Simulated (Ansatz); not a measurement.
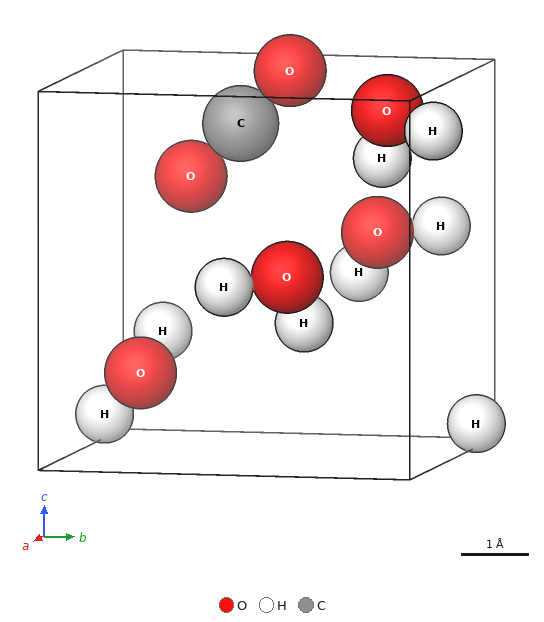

The structure as given in the input (spheres-only view of the cell of the calculation, seen slightly off an axis; bonded neighbours outside the cell are drawn too).

## Geometry relaxation, with input and output: CH$_{8}$O$_{6}$ (part 1 of 2)

System: CH$_{8}$O$_{6}$ (disordered cell, 15 atoms in the cell).
Method: DFT PBE, scalar-relativistic, plane waves, PAW, no spin polarisation (Ansatz 0.2.0).

It belongs to a series of runs on one base structure; here: start relaxed.

Input file:
```yaml
accuracy: low
crystal:
  lattice:
    - [5.708267, 0.0, 0.0]
    - [0.0, 5.708267, 0.0]
    - [0.0, 0.0, 5.708267]
  atoms:
    - { symbol: O, position: [0.273022, 0.1094604, 0.1806002] }
    - { symbol: H, position: [0.2180963, 0.000237, 0.0629402] }
    - { symbol: H, position: [0.1361738, 0.1386631, 0.2765704] }
    - { symbol: O, position: [0.1253279, 0.7131682, 0.5503821] }
    - { symbol: H, position: [0.0644541, 0.8709198, 0.5644994] }
    - { symbol: H, position: [0.0269088, 0.6416214, 0.4321229] }
    - { symbol: O, position: [0.6844362, 0.5983224, 0.4901414] }
    - { symbol: H, position: [0.7484551, 0.4429199, 0.4668577] }
    - { symbol: H, position: [0.5797421, 0.6197589, 0.3583457] }
    - { symbol: O, position: [0.5822026, 0.8443727, 0.9252167] }
    - { symbol: H, position: [0.4888879, 0.8091575, 0.7879479] }
    - { symbol: H, position: [0.6645804, 0.9867076, 0.8834416] }
    - { symbol: C, position: [0.1895386, 0.3597569, 0.8359932] }
    - { symbol: O, position: [0.224068, 0.5009055, 0.9826898] }
    - { symbol: O, position: [0.1550093, 0.2186084, 0.6892967] }
basis:
  ecutwfc: 420.0
kpoints:
  mp_grid: { grid: [1, 1, 1] }
hamiltonian:
  xc: pbe
scf:
  occupations: { method: fermi_dirac, width: 0.05 }
  lower_state_search: "off"
relax:
  f_tol: 0.3
  max_steps: 15
  adjacent_minimum: "off"
```

Hardware: 1 thread of Arm Neoverse V1, 24 GiB of memory available, shared host.

Launched with:
```bash
ansatz run input.yaml --threads 1 --pin off --max-ram 3072MiB --backend cpu --events-out ev --progress --plain --runs-dir out
```

Log:
```
Engine: ansatz 0.2.0, aarch64-unknown-linux-gnu
Pseudopotentials: kind: paw
Pseudopotential: O, paw, valence charge 6, recommended cutoff 420 eV (normal), O.paw.azcp
Pseudopotential: H, paw, valence charge 1, recommended cutoff 420 eV (normal), H.paw.azcp
Pseudopotential: C, paw, valence charge 4, recommended cutoff 420 eV (normal), C.paw.azcp
Functional definition: PBE
  parameter kappa = 0.804
  parameter beta = 0.06672455060314922
  exchange = pbe_x(kappa = kappa, mu = beta*pi^2/3)
  correlation = pbe_c(beta = beta)
Crystal: 15 atoms, lattice volume = 186.000 Å³
Basis set: ecut = 420 eV, 3695 PW (Γ), exchange–correlation on 80×80×80 points (8 copies of the dense FFT grid, shifted against one another)
Bands: 39, of which v1, the nominal top of the filled ones, is band 24 counted from 1 (23 counted from 0)
Symmetry: 1 space group operations
Space group: P1 (ITA 1), of the structure as read, at distance tolerance 5.7e-5 Å
k-points: 1
Non-local potential: O, projectors of the file, l = 0: 2, l = 1: 2, l = 2: 1
Non-local potential: H, projectors of the file, l = 0: 2, l = 1: 1
Non-local potential: C, projectors of the file, l = 0: 2, l = 1: 2, l = 2: 1
PAW form: soft (Blöchl's): semilocal exchange-correlation on the pseudo side does not see the compensation charge
PAW one-centre angular grid: O, 110 points (default); XC on 64 Gauss nodes
PAW one-centre angular grid: H, 110 points (default); XC on 64 Gauss nodes
PAW one-centre angular grid: C, 110 points (default); XC on 64 Gauss nodes
Initial density: superposition of atomic densities (neutral atoms: chi_scale 0, normalization atom), corrected by the library's trained network
Initial wavefunctions: pseudopotential atomic-orbital guess
Functional: x = pbe(κ = 0.804, μ = 0.2195149727645171), c = pbe(β = 0.06672455060314922)
SCF iter   1: F=—  HF=-3781.360959 eV  |F-HF|=—  |Δ(HF+E_count)|=         —  Δρ=5.32e-3  dr2=5.99e-2  ethr=1.77e-3  ⟨swp⟩=6.0  Hψ=192  notcnv=0  defer=2
preconditioner: auto → Resta (q_TF=auto, 2.177 Å⁻¹)  ε∞=2.3  [insulator: Δε(μ)=3.925 eV  Ē_g=16.764 eV  σ=0.050 eV  W_gap=1.00  n_scr=26 (ndim 8)  ℏωp=18.9 eV  f_vac=0.305  D(μ)=0.00/eV (n_scr^D=0)  ε∞_Penn≈2.3]
SCF iter   2: F=—  HF=-3781.344629 eV  |F-HF|=—  |Δ(HF+E_count)|=   1.63e-2  Δρ=2.81e-3  dr2=1.10e-2  ethr=1.25e-4  ⟨swp⟩=3.0  Hψ=79  notcnv=0  defer=7
SCF iter   3: F=—  HF=-3781.342986 eV  |F-HF|=—  |Δ(HF+E_count)|=   1.64e-3  Δρ=1.35e-3  dr2=4.03e-3  ethr=2.30e-5  ⟨swp⟩=2.0  Hψ=58  notcnv=0  defer=7
SCF iter   4: F=—  HF=-3781.341746 eV  |F-HF|=—  |Δ(HF+E_count)|=   1.24e-3  Δρ=6.63e-4  dr2=9.01e-4  ethr=8.40e-6  ⟨swp⟩=2.0  Hψ=55  notcnv=0  defer=7
SCF iter   5: F=—  HF=-3781.341522 eV  |F-HF|=—  |Δ(HF+E_count)|=   2.25e-4  Δρ=1.83e-4  dr2=6.48e-5  ethr=1.88e-6  ⟨swp⟩=2.0  Hψ=45  notcnv=0  defer=7
SCF iter   6: F=-3781.341480 eV  HF=-3781.341486 eV  |F-HF|=5.65e-6  |Δ(HF+E_count)|=   3.57e-5  Δρ=5.72e-5  dr2=5.59e-6  ethr=1.35e-7  ⟨swp⟩=4.0  Hψ=109  notcnv=0
SCF 1 converged in 6 iterations: F = -3781.341480 eV  dr2 = 5.59e-6
  greatest PAW one-centre occupation: 0.884 electrons in one spin orbital (limit 2), on the O atom at site 13 (counted from 0), in its partial waves of l = 0
relax step   1: F+E_penalty+E_count = -3781.34148049 eV  Δ(F+E_penalty+E_count) = +0.000e0 eV  max|allowed force component| = 1.477e0 eV/Å  Δτ_max = 0.0000 Å  (6 SCF iters, dr2 threshold 1.00e-4 eV, accepted)
Initial density: handed on by an earlier stage of this run
Initial wavefunctions: those handed on with the density
iter 1 solved again at ethr=9.08e-4 eV; its pass at ethr=3.10e-3 eV (dr2=4.36e-1 eV) is discarded
SCF iter   1: F=—  HF=-3781.830518 eV  |F-HF|=—  |Δ(HF+E_count)|=         —  Δρ=2.72e-2  dr2=4.39e-1  ethr=9.08e-4  ⟨swp⟩=1.0  Hψ=189  notcnv=0  defer=7
preconditioner: auto → Resta (q_TF=auto, 2.177 Å⁻¹)  ε∞=2.3  [insulator: Δε(μ)=3.721 eV  Ē_g=16.710 eV  σ=0.050 eV  W_gap=1.00  n_scr=26 (ndim 8)  ℏωp=18.9 eV  f_vac=0.306  D(μ)=0.00/eV (n_scr^D=0)  ε∞_Penn≈2.3]
SCF iter   2: F=—  HF=-3781.778423 eV  |F-HF|=—  |Δ(HF+E_count)|=   5.21e-2  Δρ=1.35e-2  dr2=9.90e-2  ethr=9.08e-4  ⟨swp⟩=3.0  Hψ=57  notcnv=0  defer=7
SCF iter   3: F=—  HF=-3781.783666 eV  |F-HF|=—  |Δ(HF+E_count)|=   5.24e-3  Δρ=5.22e-3  dr2=4.11e-2  ethr=2.06e-4  ⟨swp⟩=2.0  Hψ=63  notcnv=0  defer=7
SCF iter   4: F=—  HF=-3781.775472 eV  |F-HF|=—  |Δ(HF+E_count)|=   8.19e-3  Δρ=9.98e-4  dr2=1.45e-3  ethr=8.57e-5  ⟨swp⟩=2.0  Hψ=64  notcnv=0  defer=7
SCF iter   5: F=—  HF=-3781.775594 eV  |F-HF|=—  |Δ(HF+E_count)|=   1.22e-4  Δρ=4.82e-4  dr2=3.87e-4  ethr=3.02e-6  ⟨swp⟩=3.0  Hψ=74  notcnv=0  defer=7
SCF iter   6: F=—  HF=-3781.775576 eV  |F-HF|=—  |Δ(HF+E_count)|=   1.79e-5  Δρ=1.37e-4  dr2=2.63e-5  ethr=2.08e-7  ⟨swp⟩=3.0  Hψ=141  notcnv=0
SCF iter   7: F=-3781.775580 eV  HF=-3781.775587 eV  |F-HF|=6.28e-6  |Δ(HF+E_count)|=   1.09e-5  Δρ=8.06e-5  dr2=9.84e-6  ethr=5.48e-8  ⟨swp⟩=4.0  Hψ=109  notcnv=0
SCF 2 converged in 7 iterations: F = -3781.775580 eV  dr2 = 9.84e-6
  greatest PAW one-centre occupation: 0.885 electrons in one spin orbital (limit 2), on the O atom at site 13 (counted from 0), in its partial waves of l = 0
relax step   2: F+E_penalty+E_count = -3781.77558035 eV  Δ(F+E_penalty+E_count) = -4.341e-1 eV  max|allowed force component| = 9.532e-1 eV/Å  Δτ_max = 0.1950 Å  (7 SCF iters, dr2 threshold 1.00e-4 eV, accepted)
iter 1 solved again at ethr=4.40e-4 eV; its pass at ethr=3.10e-3 eV (dr2=2.11e-1 eV) is discarded
SCF iter   1: F=—  HF=-3782.039101 eV  |F-HF|=—  |Δ(HF+E_count)|=         —  Δρ=1.97e-2  dr2=2.22e-1  ethr=4.40e-4  ⟨swp⟩=1.0  Hψ=172  notcnv=0  defer=7
preconditioner: auto → Resta (q_TF=auto, 2.177 Å⁻¹)  ε∞=2.3  [insulator: Δε(μ)=3.770 eV  Ē_g=16.718 eV  σ=0.050 eV  W_gap=1.00  n_scr=26 (ndim 8)  ℏωp=18.9 eV  f_vac=0.305  D(μ)=0.00/eV (n_scr^D=0)  ε∞_Penn≈2.3]
SCF iter   2: F=—  HF=-3782.021486 eV  |F-HF|=—  |Δ(HF+E_count)|=   1.76e-2  Δρ=9.69e-3  dr2=5.03e-2  ethr=4.40e-4  ⟨swp⟩=2.0  Hψ=57  notcnv=0  defer=7
SCF iter   3: F=—  HF=-3782.027754 eV  |F-HF|=—  |Δ(HF+E_count)|=   6.27e-3  Δρ=2.78e-3  dr2=1.07e-2  ethr=1.05e-4  ⟨swp⟩=2.0  Hψ=57  notcnv=0  defer=7
SCF iter   4: F=—  HF=-3782.025859 eV  |F-HF|=—  |Δ(HF+E_count)|=   1.89e-3  Δρ=7.07e-4  dr2=8.73e-4  ethr=2.22e-5  ⟨swp⟩=2.0  Hψ=58  notcnv=0  defer=7
SCF iter   5: F=—  HF=-3782.025979 eV  |F-HF|=—  |Δ(HF+E_count)|=   1.20e-4  Δρ=4.61e-4  dr2=3.65e-4  ethr=1.82e-6  ⟨swp⟩=2.0  Hψ=67  notcnv=0  defer=7
SCF iter   6: F=—  HF=-3782.025945 eV  |F-HF|=—  |Δ(HF+E_count)|=   3.39e-5  Δρ=1.07e-4  dr2=2.02e-5  ethr=7.60e-7  ⟨swp⟩=2.0  Hψ=47  notcnv=0  defer=7
SCF iter   7: F=—  HF=-3782.025927 eV  |F-HF|=—  |Δ(HF+E_count)|=   1.84e-5  Δρ=6.86e-5  dr2=7.17e-6  ethr=4.21e-8  ⟨swp⟩=2.0  Hψ=56  notcnv=0  defer=7
[...]
relax step   3: F+E_penalty+E_count = -3782.02592529 eV  Δ(F+E_penalty+E_count) = -2.503e-1 eV  max|allowed force component| = 8.755e-1 eV/Å  Δτ_max = 0.1965 Å  (9 SCF iters, accepted)
preconditioner: auto → Resta (q_TF=auto, 2.177 Å⁻¹)  ε∞=2.3  [insulator: Δε(μ)=3.958 eV  Ē_g=16.788 eV  σ=0.050 eV  W_gap=1.00  n_scr=26 (ndim 8)  ℏωp=18.9 eV  f_vac=0.300  D(μ)=0.00/eV (n_scr^D=0)  ε∞_Penn≈2.3]
relax step   4: F+E_penalty+E_count = -3782.26175831 eV  Δ(F+E_penalty+E_count) = -2.358e-1 eV  max|allowed force component| = 8.912e-1 eV/Å  Δτ_max = 0.2000 Å  (7 SCF iters, dr2 threshold 1.00e-4 eV, accepted)
preconditioner: auto → Resta (q_TF=auto, 2.177 Å⁻¹)  ε∞=2.3  [insulator: Δε(μ)=4.204 eV  Ē_g=16.871 eV  σ=0.050 eV  W_gap=1.00  n_scr=26 (ndim 8)  ℏωp=18.9 eV  f_vac=0.296  D(μ)=0.00/eV (n_scr^D=0)  ε∞_Penn≈2.3]
relax step   5: F+E_penalty+E_count = -3782.50968910 eV  Δ(F+E_penalty+E_count) = -2.479e-1 eV  max|allowed force component| = 8.013e-1 eV/Å  Δτ_max = 0.1946 Å  (6 SCF iters, dr2 threshold 1.00e-4 eV, accepted)
preconditioner: auto → Resta (q_TF=auto, 2.177 Å⁻¹)  ε∞=2.2  [insulator: Δε(μ)=4.331 eV  Ē_g=16.911 eV  σ=0.050 eV  W_gap=1.00  n_scr=26 (ndim 8)  ℏωp=18.9 eV  f_vac=0.292  D(μ)=0.00/eV (n_scr^D=0)  ε∞_Penn≈2.2]
relax step   6: F+E_penalty+E_count = -3782.70000989 eV  Δ(F+E_penalty+E_count) = -1.903e-1 eV  max|allowed force component| = 9.753e-1 eV/Å  Δτ_max = 0.1980 Å  (7 SCF iters, dr2 threshold 1.00e-4 eV, accepted)
preconditioner: auto → Resta (q_TF=auto, 2.177 Å⁻¹)  ε∞=2.2  [insulator: Δε(μ)=4.397 eV  Ē_g=16.973 eV  σ=0.050 eV  W_gap=1.00  n_scr=26 (ndim 8)  ℏωp=18.9 eV  f_vac=0.290  D(μ)=0.00/eV (n_scr^D=0)  ε∞_Penn≈2.2]
relax step   7: F+E_penalty+E_count = -3782.88567679 eV  Δ(F+E_penalty+E_count) = -1.857e-1 eV  max|allowed force component| = 8.408e-1 eV/Å  Δτ_max = 0.1948 Å  (6 SCF iters, dr2 threshold 1.00e-4 eV, accepted)
preconditioner: auto → Resta (q_TF=auto, 2.177 Å⁻¹)  ε∞=2.3  [insulator: Δε(μ)=4.361 eV  Ē_g=16.400 eV  σ=0.050 eV  W_gap=1.00  n_scr=26 (ndim 8)  ℏωp=18.5 eV  f_vac=0.288  D(μ)=0.00/eV (n_scr^D=0)  ε∞_Penn≈2.3]
relax step   8: F+E_penalty+E_count = -3783.01994174 eV  Δ(F+E_penalty+E_count) = -1.343e-1 eV  max|allowed force component| = 1.239e0 eV/Å  Δτ_max = 0.1947 Å  (7 SCF iters, dr2 threshold 1.00e-4 eV, accepted)
preconditioner: auto → Resta (q_TF=auto, 2.177 Å⁻¹)  ε∞=2.2  [insulator: Δε(μ)=4.460 eV  Ē_g=16.936 eV  σ=0.050 eV  W_gap=1.00  n_scr=26 (ndim 8)  ℏωp=18.9 eV  f_vac=0.287  D(μ)=0.00/eV (n_scr^D=0)  ε∞_Penn≈2.2]
relax step   9: F+E_penalty+E_count = -3783.03150742 eV  Δ(F+E_penalty+E_count) = -1.157e-2 eV  max|allowed force component| = 2.774e0 eV/Å  Δτ_max = 0.1962 Å  (6 SCF iters, dr2 threshold 1.00e-4 eV, accepted)
preconditioner: auto → Resta (q_TF=auto, 2.177 Å⁻¹)  ε∞=2.2  [insulator: Δε(μ)=4.571 eV  Ē_g=16.522 eV  σ=0.050 eV  W_gap=1.00  n_scr=26 (ndim 8)  ℏωp=18.5 eV  f_vac=0.289  D(μ)=0.00/eV (n_scr^D=0)  ε∞_Penn≈2.2]
relax step  10: F+E_penalty+E_count = -3783.15484540 eV  Δ(F+E_penalty+E_count) = -1.233e-1 eV  max|allowed force component| = 5.609e-1 eV/Å  Δτ_max = 0.1947 Å  (7 SCF iters, dr2 threshold 1.00e-4 eV, accepted)
preconditioner: auto → Resta (q_TF=auto, 2.177 Å⁻¹)  ε∞=2.2  [insulator: Δε(μ)=4.645 eV  Ē_g=17.158 eV  σ=0.050 eV  W_gap=1.00  n_scr=26 (ndim 8)  ℏωp=18.9 eV  f_vac=0.289  D(μ)=0.00/eV (n_scr^D=0)  ε∞_Penn≈2.2]
relax step  11: F+E_penalty+E_count = -3783.17800277 eV  Δ(F+E_penalty+E_count) = -2.316e-2 eV  max|allowed force component| = 2.865e-1 eV/Å  Δτ_max = 0.2000 Å  (9 SCF iters, accepted)
preconditioner: auto → Resta (q_TF=auto, 2.177 Å⁻¹)  ε∞=2.2  [insulator: Δε(μ)=4.670 eV  Ē_g=17.165 eV  σ=0.050 eV  W_gap=1.00  n_scr=26 (ndim 8)  ℏωp=18.9 eV  f_vac=0.288  D(μ)=0.00/eV (n_scr^D=0)  ε∞_Penn≈2.2]
relax step  12: F+E_penalty+E_count = -3783.19520351 eV  Δ(F+E_penalty+E_count) = -1.720e-2 eV  max|allowed force component| = 1.925e-1 eV/Å  Δτ_max = 0.1951 Å  (9 SCF iters, accepted)
preconditioner: auto → Resta (q_TF=auto, 2.177 Å⁻¹)  ε∞=2.2  [insulator: Δε(μ)=4.675 eV  Ē_g=17.166 eV  σ=0.050 eV  W_gap=1.00  n_scr=26 (ndim 8)  ℏωp=18.9 eV  f_vac=0.292  D(μ)=0.00/eV (n_scr^D=0)  ε∞_Penn≈2.2]
[...]
SCF iter   9: F=-3783.203865 eV  HF=-3783.203865 eV  |F-HF|=5.28e-10  |Δ(HF+E_count)|=   4.16e-8  Δρ=2.91e-6  dr2=1.12e-8  ethr=2.08e-10  ⟨swp⟩=5.0  Hψ=115  notcnv=0
SCF 13 converged in 9 iterations: F = -3783.203865 eV  dr2 = 1.12e-8
relax step  13: F+E_penalty+E_count = -3783.20386497 eV  Δ(F+E_penalty+E_count) = -8.661e-3 eV  max|allowed force component| = 2.052e-1 eV/Å  Δτ_max = 0.1950 Å  (9 SCF iters, accepted)
```

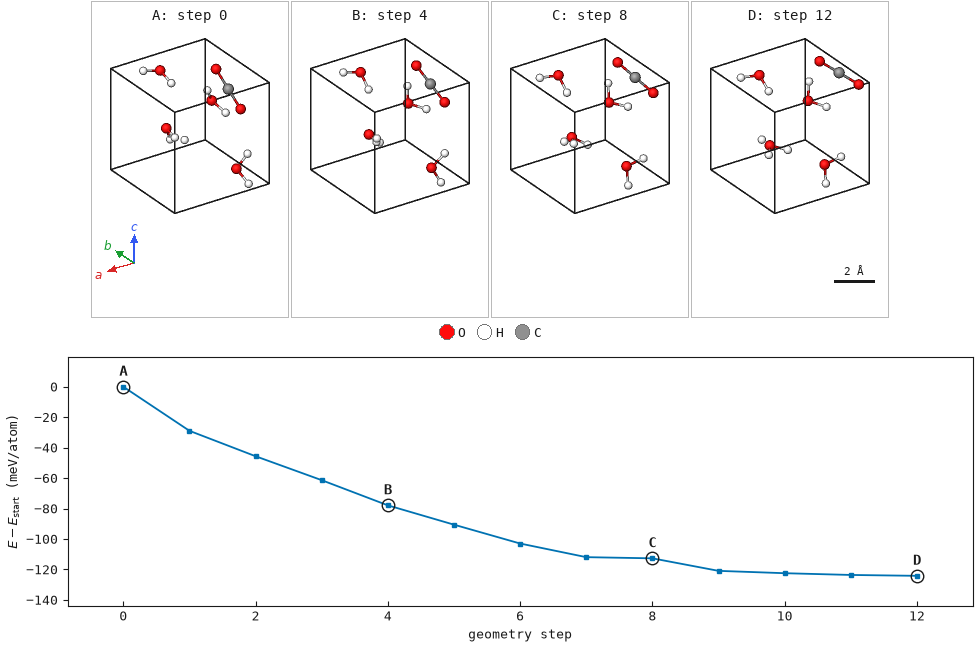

Frames of the relaxation (ball-and-stick view of the cell of the calculation, seen at an oblique angle) above the curves, on which the letters mark them (the first geometry is step 0 here and step 1 in the log).

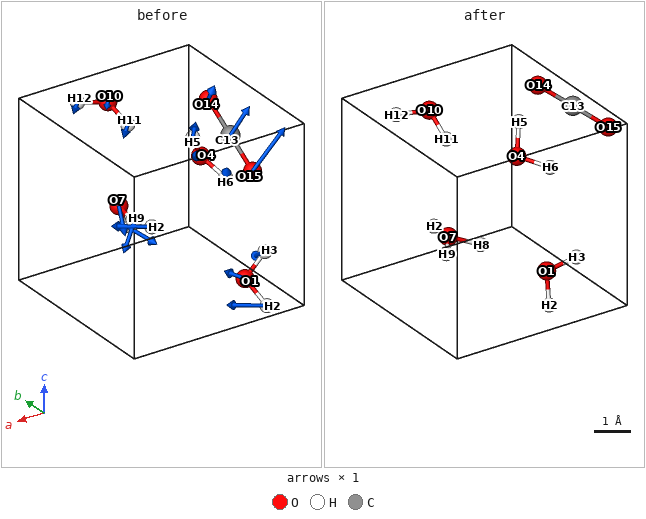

Before (left) and after (right) the relaxation, at one scale (ball-and-stick view of the cell of the calculation, seen at an oblique angle). The blue arrows give the displacements, at true length. After 12 geometry steps the energy has fallen by 124 meV per atom. The largest force component goes from 1.5 to 0.21 eV/Å. O15 moves most: 1.53 Å. By element the largest moves are O 1.53 Å, H 1.32 Å, C 0.99 Å. The cell doesn't change. Distances before and after: O4–H6 0.969 → 0.985 Å, O10–H11 0.969 → 0.980 Å, C13–O14 1.179 → 1.167 Å. (Atoms are counted from 1 in the order of the input.)

```
SCF converged after 9 iterations
Free energy (F): -3783.203865 eV
Harris-Foulkes:  -3783.203865 eV  (|F-HF|=5.28e-10)
Internal energy: -3783.203865 eV  (E = F + TS)
E sigma→0 (E₀):  -3783.203865 eV
Fermi energy:    -0.426925 eV
--- Per-component energies (eV) ---
  E_band       = -493.926651
  E_kinetic    = 1243.739244
  E_local      = -3915.267120  (includes V_loc(G=0)·N_el)
  E_nonlocal   = 331.393937
  E_hartree    = 1390.674288
  E_xc         = -554.178703
  E_vxc        = -705.358895  (∫ρ·V_xc dr)
  E_paw        = -1054.888115  (= ΣΔE_a)
  E_vpaw       = -229.788284  (= ΣTr[D̂ρ^β])
  E_aug_tail   = 0.005142  (compensation charges beyond the density's cutoff)
  E_ewald      = -1224.682538
  E_smearing   = -0.000000  (= −TS)
  E_closure    = 0.000000  (closes the sum)
  Σ components = -3783.203865   (vs F -3783.203865, Δ=0.00e0)
--- Forces (eV/Å), atoms counted from 1 ---
  atom   1  O     -0.01337443     0.16974044     0.09100057
  atom   2  H      0.03850372    -0.13673043    -0.08721244
  atom   3  H     -0.01755164    -0.04573291    -0.00074896
  atom   4  O     -0.09603061    -0.04522104     0.02131356
  atom   5  H     -0.02026785    -0.02989832    -0.06800306
  atom   6  H      0.10084477     0.05122456     0.08324537
  atom   7  O     -0.04027554    -0.02854319    -0.20515640
  atom   8  H      0.05108969     0.15311502    -0.00345017
  atom   9  H     -0.00965116    -0.08655540     0.16806704
  atom  10  O     -0.06183081    -0.08344214    -0.19523153
  atom  11  H      0.05155788     0.06272194     0.19722970
  atom  12  H      0.00750867     0.01687147     0.00556658
  atom  13  C     -0.01196251     0.04159537     0.12353937
  atom  14  O     -0.05467906    -0.14422280    -0.13494771
  atom  15  O      0.07610140     0.10511676     0.00479609
  max |Σ_I F_I| component: 3.93e-5 eV/Å
```
